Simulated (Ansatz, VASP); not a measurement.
## Cross-check of BN (Qingsongite) between VASP and Ansatz

One calculation is typed for both programs; each brings its own data sets. How far apart do they land? The cell is taken from a series of VASP runs on this material, whose earlier steps may have relaxed, scaled or displaced it; both programs get it as it stands. Valence electrons are named where the data sets of a main pair hold unlike numbers.

Calculated with Ansatz 0.2.0; plane waves, with VASP 6.6.1 beside it; band structure at PBE0.

## 1. The starting structure

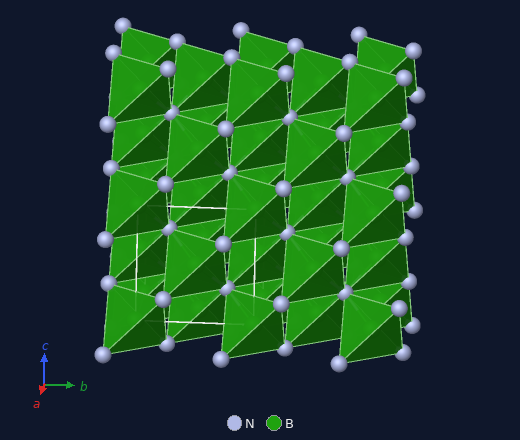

The starting structure, seen slightly off an axis (nitrogen light blue, boron green). 1×2×2 cells are drawn. This picture shows the conventional cell, with its axes. Some periodic images of atoms are drawn too.

Structure file:

```xyz
2
Lattice="0.0000 1.8075 1.8075 1.8075 0.0000 1.8075 1.8075 1.8075 0.0000" Properties=species:S:1:pos:R:3 pbc="T T T"
N     2.7113    2.7113    2.7113
B     0.0000    0.0000    0.0000
```

## 2. VASP: band structure, PBE0

The same path points are solved in both programs, so levels can be compared one by one.

Lines of VASP's logs that name or quote its potential files are left out, and so is its time.

The run reads the wave functions of an earlier VASP run, which isn't shown here.

INCAR

```
SYSTEM = BN
PREC = Accurate
ENCUT = 460
EDIFF = 1E-06
NELM = 100
ISMEAR = 0
SIGMA = 0.03
LREAL = .FALSE.
ALGO = Normal
LHFCALC = .TRUE.
AEXX = 0.25
GGA = PE
LASPH = .TRUE.
NBANDS = 10
PRECFOCK = Fast
HFRCUT = -1
LORBIT = 11
LWAVE = .FALSE.
LCHARG = .FALSE.
KPAR = 4
```

POSCAR

```
BN
1.0
    0.0000000000      1.8075000000      1.8075000000
    1.8075000000      0.0000000000      1.8075000000
    1.8075000000      1.8075000000      0.0000000000
N B
1 1
Direct
    0.7500000000      0.7500000000      0.7500000000
    0.0000000000      0.0000000000      0.0000000000
```

KPOINTS

```
Automatic mesh
0
Gamma
7 7 7
0 0 0
```

KPOINTS_OPT

```
Line mode
10
Line-mode
Reciprocal
  0.00000000   0.00000000   0.00000000 GAMMA
  0.50000000   0.00000000   0.50000000 X

  0.50000000   0.00000000   0.50000000 X
  0.50000000   0.25000000   0.75000000 W

  0.50000000   0.25000000   0.75000000 W
  0.37500000   0.37500000   0.75000000 K

  0.37500000   0.37500000   0.75000000 K
  0.00000000   0.00000000   0.00000000 GAMMA

  0.00000000   0.00000000   0.00000000 GAMMA
  0.50000000   0.50000000   0.50000000 L

  0.50000000   0.50000000   0.50000000 L
  0.62500000   0.25000000   0.62500000 U

  0.62500000   0.25000000   0.62500000 U
  0.50000000   0.25000000   0.75000000 W

  0.50000000   0.25000000   0.75000000 W
  0.50000000   0.50000000   0.50000000 L

  0.50000000   0.50000000   0.50000000 L
  0.37500000   0.37500000   0.75000000 K

  0.62500000   0.25000000   0.62500000 U
  0.50000000   0.00000000   0.50000000 X
```

Potentials, in the order of the species: N and B (PBE family, release 64).

Started as:

```console
> mpirun -np 4 vasp_std
```

Numbers of over 12 decimals in the logs are rounded to 6 here.

The log of the run:

```text
[banner, memory and clock lines left out]
running    4 mpi-ranks, on    1 nodes
 distrk:  each k-point on    1 cores,    4 groups
 distr:  one band on    1 cores,    1 groups

 POSCAR found type information on POSCAR N B
 POSCAR found :  2 types and       2 ions
 LDA part: xc-table for (Slater+PW92), standard interpolation
 found WAVECAR, reading the header
 POSCAR, INCAR and KPOINTS ok, starting setup
 FFT: planning ... GRIDC
 FFT: planning ... GRID_SOFT
 FFT: planning ... GRID
 HFRCUT set to (new)   9.889101
 reading WAVECAR
 the WAVECAR file was read successfully
 initial charge from wavefunction
 entering main loop
       N       E                     dE             d eps       ncg     rms          rms(c)
DAV:   1    -0.212746717779E+02   -0.21275E+02   -0.58225E-01   426   0.719E+00    0.636E-01
DAV:   2    -0.212761446905E+02   -0.14729E-02   -0.83843E-03   440   0.871E-01    0.418E-01
DAV:   3    -0.212751922870E+02    0.95240E-03   -0.32215E-03   442   0.353E-01    0.245E-01
DAV:   4    -0.212751360909E+02    0.56196E-04   -0.41699E-04   458   0.133E-01    0.149E-01
DAV:   5    -0.212750762505E+02    0.59840E-04   -0.21324E-05   434   0.430E-02    0.850E-02
DAV:   6    -0.212750570848E+02    0.19166E-04   -0.17677E-05   436   0.354E-02    0.463E-02
DAV:   7    -0.212750524575E+02    0.46272E-05   -0.28802E-06   422   0.169E-02    0.260E-02
DAV:   8    -0.212750510464E+02    0.14111E-05   -0.59732E-07   208   0.821E-03    0.150E-02
DAV:   9    -0.212750507628E+02    0.28361E-06   -0.29916E-07   222   0.523E-03
   1 F= -.21275051E+02 E0= -.21275051E+02  d E =-.202842E-21
 Start KPOINTS_OPT (optional k-point list driver)
k-point batch [1-20\100]
       N       E                     dE             ncg
DAV:   1     0.131406038128E+03   -0.66090E+04      416
DAV:   2    -0.358378782369E+03   -0.48978E+03      462
DAV:   3    -0.370890626722E+03   -0.12512E+02      464
DAV:   4    -0.370965093874E+03   -0.74467E-01      450
DAV:   5    -0.370965216363E+03   -0.12249E-03      444
DAV:   6    -0.370965216513E+03   -0.14978E-06      434
[...]
k-point batch [81-100\100]
       N       E                     dE             ncg
DAV:   1     0.952227327024E+01   -0.85644E+04      424
DAV:   2    -0.462135361079E+03   -0.47166E+03      442
DAV:   3    -0.472351965539E+03   -0.10217E+02      472
DAV:   4    -0.472412495459E+03   -0.60530E-01      458
DAV:   5    -0.472412607766E+03   -0.11231E-03      464
DAV:   6    -0.472412607879E+03   -0.11278E-06      464
```

Parts of OUTCAR (step 2):

```text
ion  position               nearest neighbor table
   1  0.750  0.750  0.750-   2 1.57   2 1.57   2 1.57   2 1.57
   2  0.000  0.000  0.000-   1 1.57   1 1.57   1 1.57   1 1.57

  LATTYP: Found a face centered cubic cell.
 ALAT       =     3.6150000000

 Subroutine GETGRP returns: Found 24 space group operations
 (whereof 24 operations were pure point group operations)

The static configuration has the point symmetry T_d .

 Found     20 irreducible k-points:

   k-points           NKPTS =     20   k-points in BZ     NKDIM =    343   number of bands    NBANDS=     10

   dimension x,y,z NGX =    18 NGY =   18 NGZ =   18
   dimension x,y,z NGXF=    36 NGYF=   36 NGZF=   36

   ENCUT  =  460.0 eV  33.81 Ry    5.81 a.u.   4.47  4.47  4.47*2*pi/ulx,y,z

   NELECT =       8.0000    total number of electrons

 k-points in reciprocal lattice and weights: Automatic mesh
   0.00000000  0.00000000  0.00000000       0.003
   0.14285714  0.00000000  0.00000000       0.023
   0.28571429  0.00000000  0.00000000       0.023
   0.42857143  0.00000000  0.00000000       0.023
   0.14285714  0.14285714  0.00000000       0.017
   0.28571429  0.14285714  0.00000000       0.070
   0.42857143  0.14285714  0.00000000       0.070
  -0.42857143  0.14285714  0.00000000       0.070
  -0.28571429  0.14285714  0.00000000       0.070
[...]
-0.42857143  0.42857143  0.14285714       0.070
  -0.28571429  0.42857143  0.14285714       0.070

  exchange ACFDT corr.  =         0.00000000  see jH, gK, PRB 81, 115126

 average (electrostatic) potential at core
       1 -54.8903       2 -21.1291

 E-fermi :   6.3565

 k-point     1 :       0.0000    0.0000    0.0000
  band No.  band energies     occupation
      1     -15.9833      2.00000
      2       6.1641      2.00000
      3       6.1641      2.00000
      4       6.1641      2.00000
      5      17.4784      0.00000
      6      17.4784      0.00000
      7      17.4784      0.00000
      8      19.0700      0.00000
      9      33.6775      0.00000
    ...

 k-point     2 :       0.1429    0.0000    0.0000
  band No.  band energies     occupation
      1     -15.4502      2.00000
      2       3.6096      2.00000
      3       5.6453      2.00000
      4       5.6453      2.00000
      5      17.8948      0.00000
      6      18.2518      0.00000
      7      18.2518      0.00000
      8      20.7080      0.00000
      9      33.0380      0.00000
    ...

 k-point     3 :       0.2857    0.0000    0.0000
  band No.  band energies     occupation
      1     -13.9284      2.00000
      2      -0.9846      2.00000
      3       4.7181      2.00000
      4       4.7181      2.00000
      5      18.4041      0.00000
      6      19.2931      0.00000
      7      19.2931      0.00000
      8      23.1016      0.00000
      9      32.1820      0.00000
    ...

  energy-cutoff  :      460.00
  volume of cell :       11.81
      direct lattice vectors                 reciprocal lattice vectors
     0.000000000  1.807500000  1.807500000    -0.276625173  0.276625173  0.276625173
     1.807500000  0.000000000  1.807500000     0.276625173 -0.276625173  0.276625173
     1.807500000  1.807500000  0.000000000     0.276625173  0.276625173 -0.276625173

 POSITION                                       TOTAL-FORCE (eV/Angst)
 -----------------------------------------------------------------------------------
      2.71125      2.71125      2.71125        -0.000000     -0.000000     -0.000000
      0.00000      0.00000      0.00000         0.000000      0.000000      0.000000
 -----------------------------------------------------------------------------------
    total drift:                               -0.000001      0.000000     -0.000000

  FREE ENERGIE OF THE ION-ELECTRON SYSTEM (eV)
  ---------------------------------------------------
  free  energy   TOTEN  =       -21.2750507628 eV

  energy  without entropy=      -21.2750507628  energy(sigma->0) =      -21.27505076

 total charge
# of ion       s       p       d       tot
------------------------------------------
    1        1.222   2.762   0.000   3.984
    2        0.680   1.348   0.000   2.028
--------------------------------------------------
tot          1.902   4.110   0.000   6.012

[... 3 further parts left out ...]
```

(Continued in part 2 of 2.)

[Lines on the potential files, build, host, timing and source positions are cut from VASP's logs without a mark.]

[Logs are printed without paths, hosts, clocks, repeated set-up lines and the standing remarks that a program may print on its own settings, such as how far it seeks lower states.]

[Hosts, paths, dates, database ids (printed as entryN), source tags and the programs' standing remarks are cut or masked in the printed files.]
